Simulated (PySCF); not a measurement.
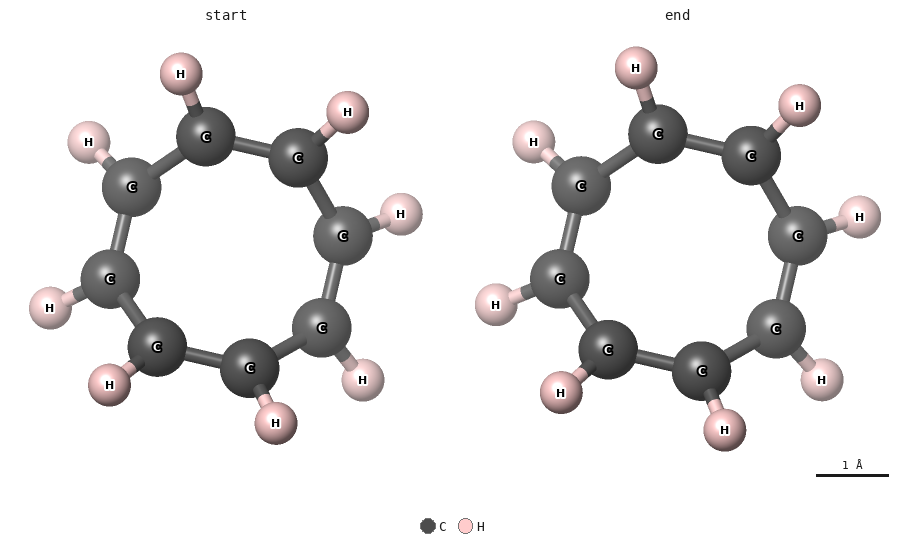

The structure of C₈H₈ before (left) and after (right) a relaxation, at one scale.

The picture is a ball-and-stick view, seen face on.

The start comes from GFN2-xTB.

All numbers below come from PBE0-D3(BJ)/def2-SVP geometry optimisation, gas phase (PySCF 2.14.0, density-fitted response routines). 

Question: What changed between the two?

Answer: Over 3 geometry steps the energy falls by 8.14 kJ/mol. The largest force component goes from 0.6 to 0.014 eV/Å. The largest moves after the best rigid fit, 0.12 Å, are those of H atoms. Largest moves by element: H 0.12 Å, C 0.05 Å. Near-neighbour distances that change, for instance: C–C 1.327 → 1.342 Å, C–H 1.085 → 1.097 Å. Among the angles between lasting bonds that change: C–C–H 119.5° → 117.4°, C–C–H 119.5° → 117.4°. The run took roughly 40 core-seconds on a shared host.
